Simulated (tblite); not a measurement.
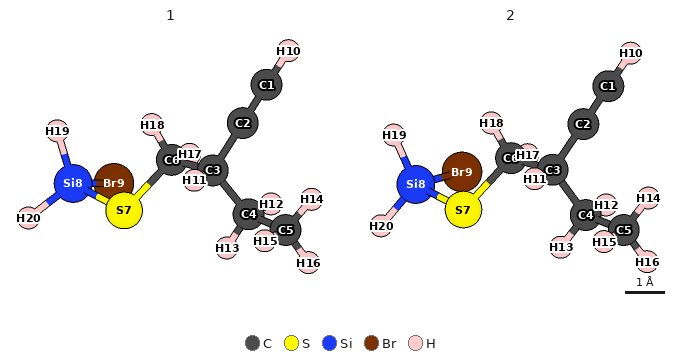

Two geometries of C$_{6}$H$_{11}$BrSSi, drawn at one scale. One is the start of a relaxation, the other its converged end. A ball-and-stick model, seen at a tilt.

These are results of tblite, GFN2-xTB geometry optimisation, gas phase, not measurements. 

Q: Which one is relaxed?

A: Structure 2 is the relaxed one. The largest moves after the best rigid fit, 0.41 Å, are those of Br9 and H20. Largest moves by element: H 0.41 Å, Br 0.40 Å, S 0.13 Å, C 0.12 Å, Si 0.10 Å. Near-neighbour distances that change, for instance: Si8–H20 1.483 → 1.443 Å, C2–C3 1.490 → 1.453 Å, Si8–H19 1.481 → 1.452 Å, C1–H10 1.076 → 1.049 Å. Bond angles that change, for instance: H19–Si8–H20 111.0° → 117.1°, Br9–Si8–H19 109.8° → 104.7°, S7–Si8–H20 109.2° → 106.0°. After 90 geometry steps the energy has fallen by 3.38 kcal/mol. The run took 1 s on 1 thread of Arm Neoverse V1 (shared host).
